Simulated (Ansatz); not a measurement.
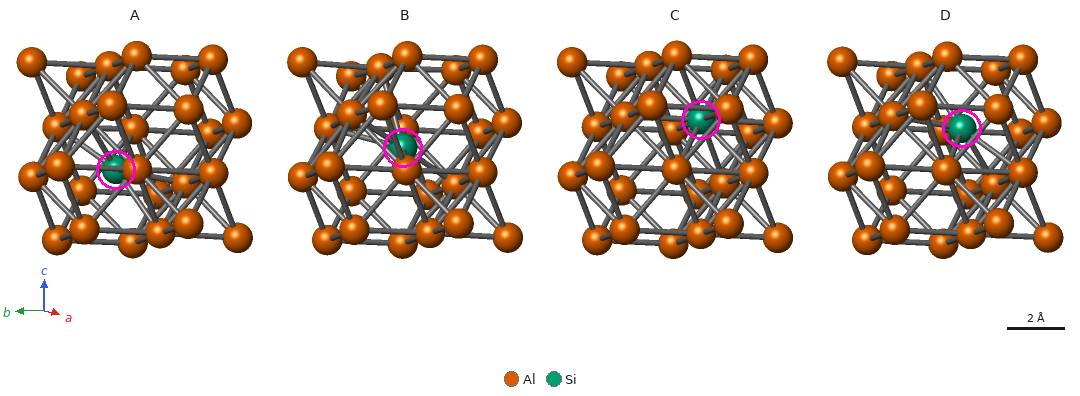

4 geometries from a converged minimum-energy path of Al with an Al vacancy (31 atoms in the cell), shuffled. The picture is a ball-and-stick view of the atoms within 5.0 Å of the middle of the path, seen from a free direction. The moving atom is ringed, with any periodic copies. Bonds to atoms that aren't drawn are left out.

Computed with DFT PBE-D3(BJ), scalar-relativistic, plane waves, PAW (Ansatz). Run with plane-wave cutoff 420 eV; k-point mesh 3 × 3 × 3; Gaussian smearing 0.15 eV; 5 movable images; climbing image; force threshold 0.03 eV/Å; iteration limit 47; optimiser FIRE; starting path by image-dependent pair potential.

Which frame is the top of the path?

Answer. B. In order along the path, whose images run from 0 to 6: A (image 1, +0.16 eV), B (image 3, +0.63 eV), D (image 5, +0.16 eV), C (image 6, 0.00 eV). It is a vacancy jump: a nearby atom moves into the empty site and leaves its own site empty. The Si atom travels furthest, 2.87 Å from end to end, along [0 −1 1], on a path that bends up to 0.12 Å away from the straight line. At the highest image its nearest neighbour (Al) is 2.55 Å away, against 2.82 Å at the start, and the surrounding atoms stand up to 0.19 Å off the mean of their end positions.

Limits of the set-up: the periodic images lie only 8.1 Å apart, so the values are limited by the cell's size.

The run took 33 min on 4 threads of Arm Neoverse V1, with other jobs on the host, peak memory 4.2 GiB.

PAW datasets: the set soft_1.
